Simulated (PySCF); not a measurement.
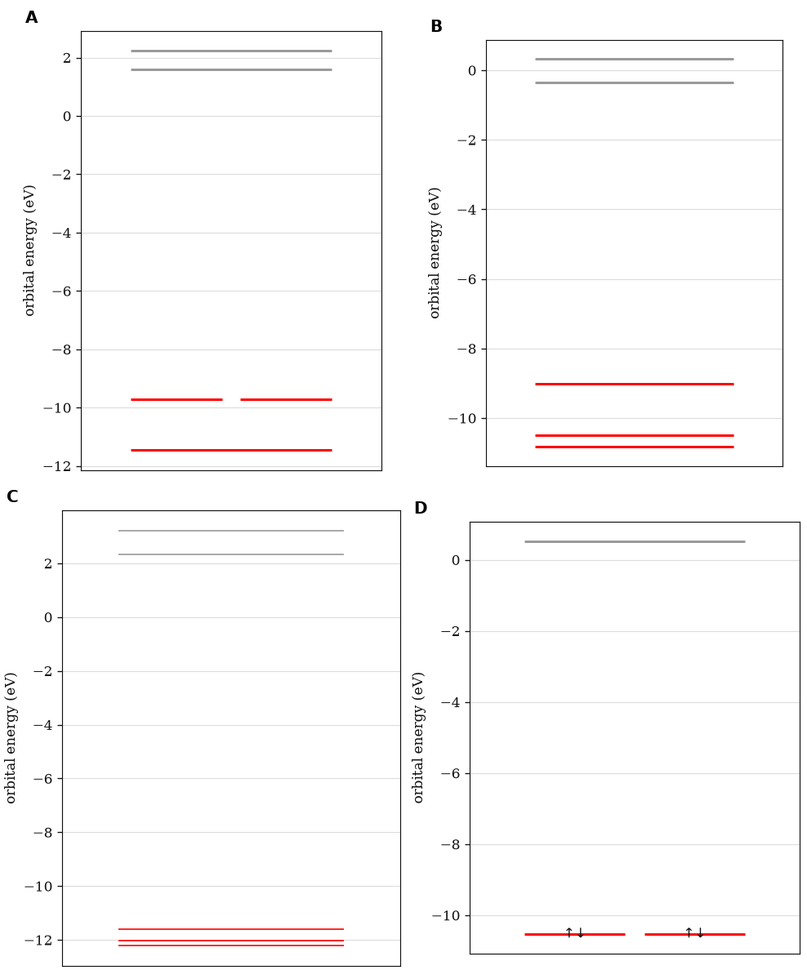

Kohn-Sham orbital energies near the frontier, ωB97X-D/def2-SVPD with PySCF 2.14.0, at a PBE0-D3(BJ)/def2-SVP geometry (no frequency check), isolated molecule; empty levels in grey, levels within 0.03 eV side by side.

Pair each panel with its molecule.
1. SnH₃Cl (SnClH3), SMILES [SnH3][Cl], singlet
2. C₅H₇BFN, SMILES F[BH2-][n+]1ccccc1
3. C₂H₄F₂ (1,2-difluoroethane), SMILES FCCF
4. C₃H₇Br (i-propyl bromide), SMILES CC(C)Br

A: 4 (HOMO −9.71 eV, LUMO 1.58 eV)
B: 2 (HOMO −9.01 eV, LUMO −0.36 eV)
C: 3 (HOMO −11.61 eV, LUMO 2.32 eV)
D: 1 (HOMO −10.53 eV, LUMO 0.52 eV)

Limits of at least one run: effective core potentials, which hold scalar relativity, on atoms heavier than Kr; empty levels above zero depend strongly on the basis; one conformer of a flexible molecule; spin-orbit coupling is left out, and with Br it can shift these levels and split any degenerate set; spin-orbit coupling is left out, and with Sn it can shift these levels and split any degenerate set.
